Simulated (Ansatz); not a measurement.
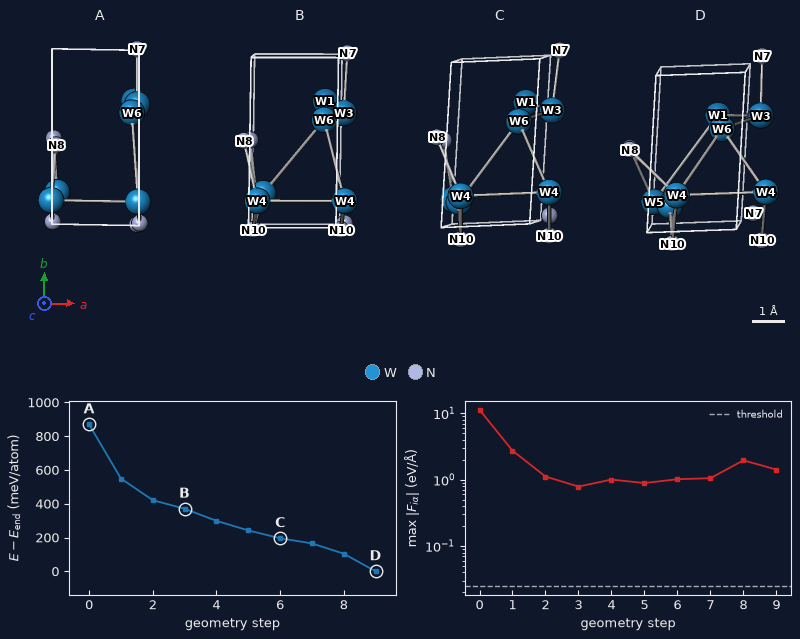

Frames of a relaxation of crystalline W3N2 (a generated structure, set up in P1) (coarse preliminary run), marked on the history of the run. The picture is a ball-and-stick view of the cell of the calculation, seen along the c axis.

All numbers below come from DFT PBE, scalar-relativistic, plane waves, PAW in Ansatz 0.2.0.

Input
```yaml
crystal:
  lattice:
    - [-0.0255758754, -0.0641485166, 2.7407499952]
    - [5.5175388117, 0.0906781555, -0.0521344092]
    - [0.1570591725, 9.9435649422, -0.2264859128]
  atoms:
    - { symbol: W, position: [-0.0591830648, 0.7099892318, 0.0167702358] }
    - { symbol: W, position: [0.0582676418, 0.1830015377, 0.5121111775] }
    - { symbol: W, position: [-0.0200759874, 0.6918993286, 0.3429922005] }
    - { symbol: W, position: [-0.0109294517, 0.1356990105, 0.8230716245] }
    - { symbol: W, position: [0.0600107629, 0.1722194043, 0.164254694] }
    - { symbol: W, position: [-0.0828630505, 0.6441004305, 0.6484358084] }
    - { symbol: "N", position: [-0.02120053, 0.0069596653, 0.3260083093] }
    - { symbol: "N", position: [1.0469479321, 0.4518695726, 0.8304306399] }
    - { symbol: "N", position: [0.0208987497, 0.4899327505, 0.1610784888] }
    - { symbol: "N", position: [0.0081269979, 0.0143290682, 0.6748468214] }
basis:
  ecutwfc: 420
kpoints:
  mp_grid: { grid: [8, 4, 2] }
hamiltonian:
  xc: pbe
scf:
  occupations: { method: gaussian, width: 0.2 }
  lower_state_search: "off"
output:
  forces: true
  stress: true
  eigenvalues: true
relax:
  adjacent_minimum: "off"
  f_tol: 0.025
  max_steps: 60
  cell: { stress_tol: 0.25 }
```

Launched with:
```bash
ansatz run input.yaml --threads 1 --pin off --max-ram 2560MiB --backend cpu --events-out ev --progress --plain --runs-dir out
```

Q: Describe the path.

A: The run was cut off at its time limit before the relaxation converged, so the last structure is only a point on the way. Over 9 geometry steps the energy falls by 870 meV per atom. The largest force component goes from 11 to 1.4 eV/Å. Pressure: 11.31 GPa at the start and 2.27 GPa at the end. The atom that moves furthest relative to the cell is W4 (1.02 Å roughly along [3 1 0]). Largest moves by element: W 1.02 Å, N 0.96 Å. The drawn cell changes as follows: a 2.742 → 2.816 Å (+2.7 %), b 5.519 → 4.950 Å (−10.3 %), c 9.947 → 9.402 Å (−5.5 %), α 88.1° → 91.5°, β 92.7° → 94.3°, γ 91.1° → 84.7°; the volume changes by −13.4 %. Some distances before and after: W1–W4 4.492 → 2.978 Å, W3–N9 3.660 → 2.230 Å, W4–N8 3.355 → 2.046 Å, W4–W5 4.391 → 3.097 Å. New bonds form, among them: W3–N9 (3.66 → 2.23 Å), W4–N8 (3.36 → 2.05 Å), W6–N10 (3.28 → 2.02 Å). Among the angles between lasting bonds that change: W4–W4–N8 86.0° → 133.5°, W1–N9–W5 130.4° → 91.4°, W2–N7–W5 121.7° → 156.6°. The space group stays P1 (No. 1). From step 0 to 3: N8 moves most (0.44 Å), volume −6.4 %, energy −499 meV per atom. From step 3 to 6: N10 moves most (0.53 Å), volume −2.5 %, energy −175 meV per atom. From step 6 to 9: N9 moves most (0.56 Å), volume −5.1 %, energy −196 meV per atom.

```
step  E − E(0), meV/atom  largest force component, eV/Å  pressure, GPa  volume, Å³/atom
   0                0.00                        11.3798          11.31           15.024
   1             -320.28                         2.7500           2.97           14.600
   2             -448.64                         1.1202          -1.02           14.386
   3             -499.44                         0.7898           0.96           14.065
   4             -570.93                         1.0067          -0.86           13.894
   5             -627.66                         0.8929          -2.33           13.805
   6             -674.10                         1.0196          -3.07           13.712
   7             -704.63                         1.0561          -1.20           13.557
   8             -765.40                         1.9640           2.07           13.197
   9             -870.03                         1.4233           2.27           13.009
```
